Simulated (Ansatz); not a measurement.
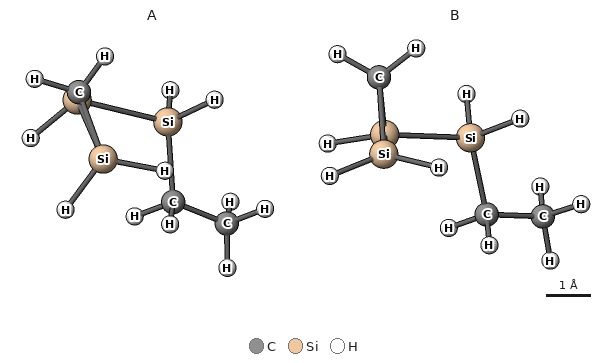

Two geometries of C3H12Si3, drawn at one scale. One is the start of a relaxation, the other its converged end. The picture is a ball-and-stick view, seen from a free direction.

All numbers below come from Ansatz 0.2.0, RKS revPBE/6-31G. Settings: no spin polarisation; force threshold 0.015 eV/Å; at most 40 steps.

Which geometry has the lower energy?

Answer. Structure B is the relaxed one. The run prepares an end point of a later path (inversion) calculation, from a guessed geometry. After 33 accepted moves (34 points after the start) the energy has fallen by 205.7 kJ/mol. Largest force component: 6 eV/Å at the start, 0.0086 eV/Å at the end. The line search rejected the trial step at point 5 of the run. The largest move after the best rigid fit is that of an H atom, 1.78 Å. Largest moves by element: H 1.78 Å, Si 0.85 Å, C 0.65 Å. Among the contacts that change: Si–Si 2.712 → 2.338 Å, C–Si 1.702 → 1.977 Å, C–Si 1.739 → 1.958 Å, C–Si 1.868 → 1.950 Å. Among the angles between lasting bonds that change: Si–C–Si 104.1° → 72.9°, Si–Si–Si 94.9° → 122.7°, Si–Si–H 94.8° → 121.4°. The run took 6.7 min on 1 thread of Arm Neoverse N1 (shared host), peak memory 0.18 GiB.

Limits of the set-up: the basis has no polarisation functions, which atoms past neon need.
